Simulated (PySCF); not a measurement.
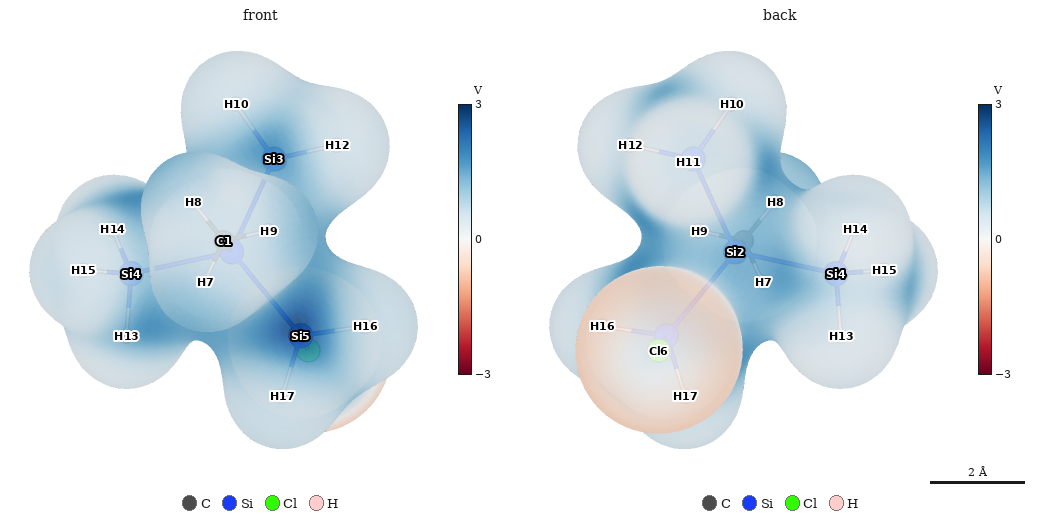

*CH$_{11}$ClSi$_{4}$ (SMILES C[Si]([SiH3])([SiH3])[SiH2]Cl). The electrostatic potential painted on the density surface at 0.004 e/bohr³, seen from the front and from behind; the colour scale runs from red (negative) to blue (positive).*

Geometry: GFN2-xTB.

Theory: PBE0/pcSseg-1, SCF density, gas phase, non-relativistic in PySCF 2.14.0.

Input file:

```
{"job": {"kind": "nmr", "xc": "PBE0", "basis": "pcSseg-1"}, "charge": 0, "multiplicity": 1}
C     -0.642595    -1.593450    -1.017589
Si    -0.008473    -0.066509    -0.038430
Si     1.052691     1.353255    -1.578974
Si     1.447337    -0.874704     1.620285
Si    -1.937092     0.921263     0.847411
Cl    -1.295509     2.523352     1.940172
H     -1.156269    -2.299691    -0.371496
H      0.182549    -2.123323    -1.484008
H     -1.333858    -1.310333    -1.806210
H      2.152510     0.692297    -2.289235
H      1.626611     2.520058    -0.906886
H      0.151258     1.864344    -2.617002
H      0.965550    -0.609535     2.977749
H      2.777540    -0.267588     1.515851
H      1.650549    -2.324226     1.528795
H     -2.896863     1.478756    -0.110233
H     -2.742933     0.128063     1.779892
```

Run with:

```sh
OMP_NUM_THREADS=1 python probes_run.py task.json out
```

### Describe the electrostatic potential map.

The most negative region (about −0.6 V) lies over Cl6, the most positive (about +2.5 V) over Si5.

### How polar is the molecule by this calculation?

Its dipole moment is 2.47 D.
